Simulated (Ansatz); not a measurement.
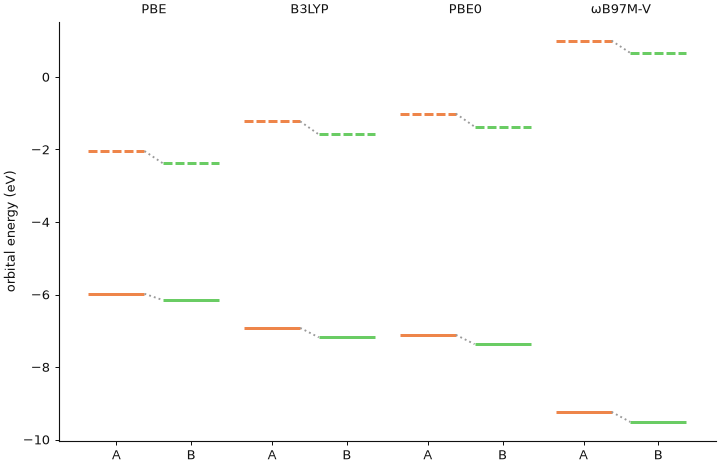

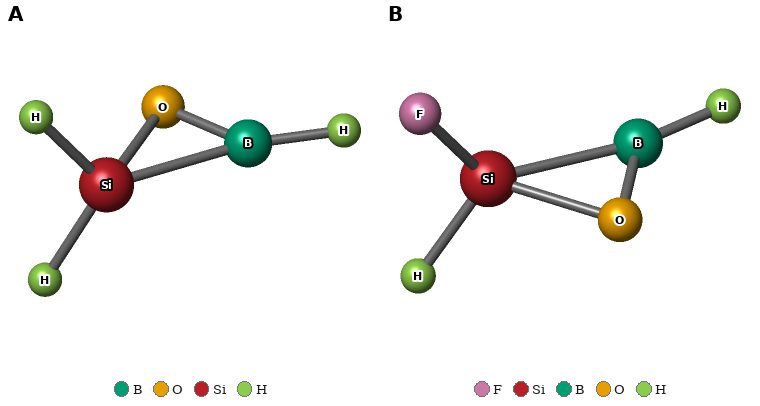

One change: A, BSiH₃O (SMILES B1O[SiH2]1), becomes B, BSiH₂OF (SMILES F[Si@H]1BO1). H on Si is replaced by F. HOMO (solid) and LUMO (dashed) computed in def2-TZVPP at PBE0-D4/def2-TZVP geometries, both minima by their frequencies, gas phase, the Ansatz code 0.2.0. Empty levels above zero depend strongly on the basis.

Q: What does the change do to HOMO and LUMO?

A: PBE: the HOMO falls by 0.18 eV, the LUMO falls by 0.34 eV, and the separation goes from 3.94 to 3.77 eV. B3LYP: the HOMO falls by 0.26 eV, the LUMO falls by 0.36 eV, and the separation goes from 5.69 to 5.60 eV. PBE0: the HOMO falls by 0.26 eV, the LUMO falls by 0.36 eV, and the separation goes from 6.10 to 6.00 eV. ωB97M-V: the HOMO falls by 0.28 eV, the LUMO falls by 0.34 eV, and the separation goes from 10.24 to 10.18 eV.

Q: Do the functionals agree on the effect?

A: They agree on the direction for both levels; the HOMO shift lies between −0.28 and −0.18 eV and the LUMO shift between −0.36 and −0.34 eV, while the separations themselves differ by up to 6.4 eV between functionals.
